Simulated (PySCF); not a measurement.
# CH$_{3}$AlO$_{4}$ (SMILES O[C][O][Al]([OH])[OH]) (triplet): what the fields show

```xyz
9

C    -0.8178    1.5987    0.4979
O    -1.7720    2.4380    0.0925
O    -0.5287    0.4649   -0.1347
Al    0.6895   -0.7328   -0.0963
O     1.9386   -0.6277    1.0328
O     0.5862   -2.0189   -1.1881
H    -2.6135    2.2351    0.5340
H     2.6461   -1.2675    1.1196
H    -0.0839   -2.1125   -1.8660
```

Geometry: PBE0-D3(BJ)/def2-SVP.

Method: PySCF, UKS B3LYP, pcH-1 on Al C H O, non-relativistic, mean-field spin-orbit, GIAO.

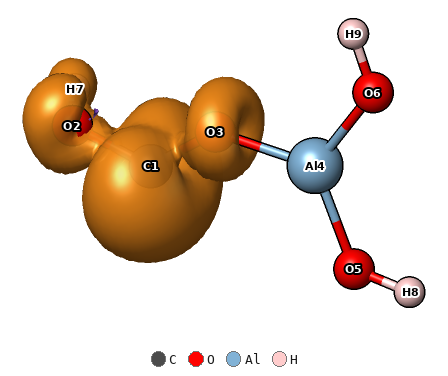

Figure 1. Isosurfaces of the spin density (α minus β) at +0.04 (orange) and −0.04 e/Å³ (purple), seen at a tilt.

### Which atoms carry the spin?

The unpaired spin (2 electrons) lies mostly on C1 (about 1.3), O3 (about 0.3) and O2 (about 0.2), in electrons by Hirshfeld's partition.

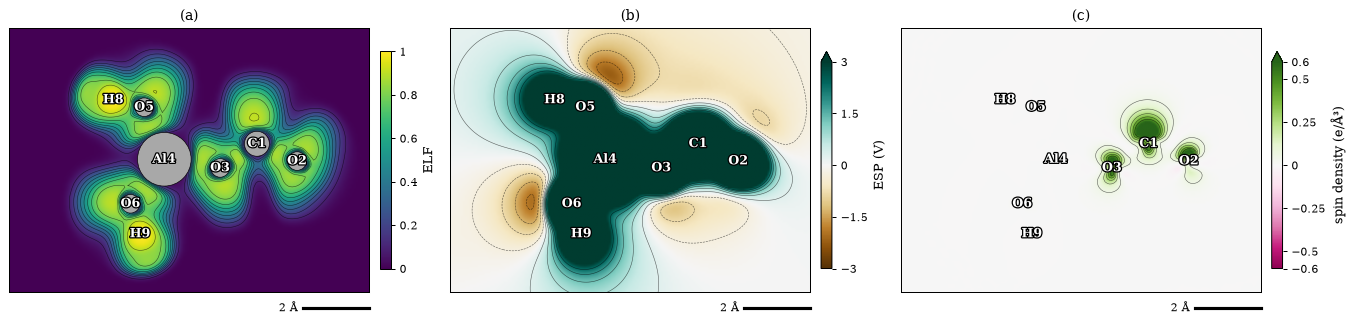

Figure 2. (a) electron localisation function; (b) molecular electrostatic potential; (c) spin density (α minus β) on the plane of atoms O5, Al4 and O6. Grey discs cover the atomic cores in the ELF map.

### What do the fields say about this system?

- The plane passes through C, O, Al and H nuclei.
- C–O (1.33 Å): the ELF peaks at about 0.85 between the atoms, as expected for a polar covalent bond.
- Al–O (1.69 Å): the ELF peaks at about 0.85 in the valence shell of O, 0.6 Å from its nucleus, and is about 0.45 at the midpoint.
- O–H (0.96 Å): the ELF climbs to about 1 towards the hydrogen, as it does in any bond to H; an ordinary covalent bond to hydrogen.
- The ELF also peaks beside O6, O3, O2, C1 and O5, away from the bonds: non-bonding electrons, paired or unpaired.
- Outside the dense part of the molecule the potential is most negative (−2.2 V) near O5.

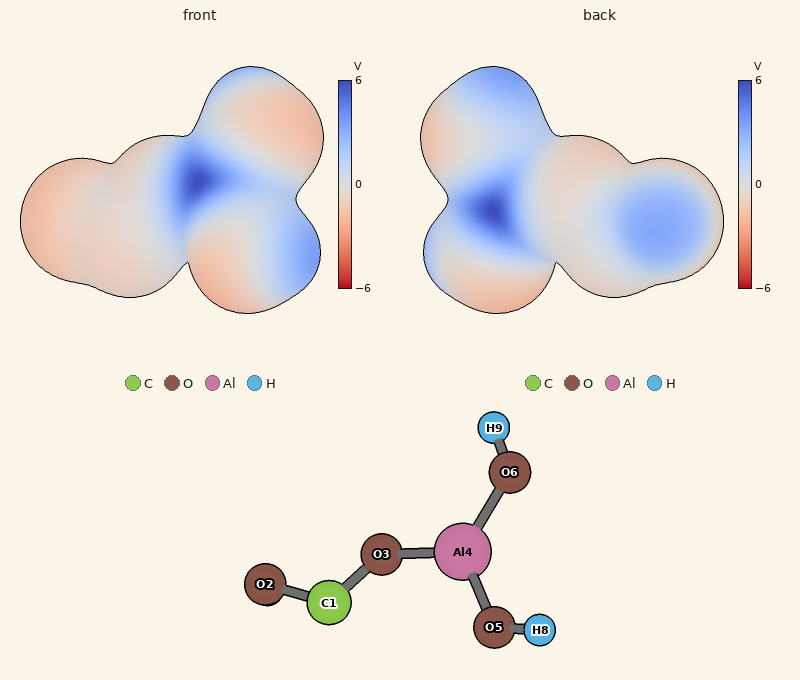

Figure 3. The molecular electrostatic potential painted on the density surface at 0.004 e/bohr³, seen from the front and from behind; red is negative and blue positive. The bare structure is drawn below in the same view.

### Which sites attract a positive test charge, and which a negative one?

A positive charge is drawn to the negative regions and a negative charge to the positive ones. The most negative region (about −1.9 V) lies over O5, the most positive (about +5.6 V) over Al4. O5 is the likeliest acceptor of a hydrogen bond.
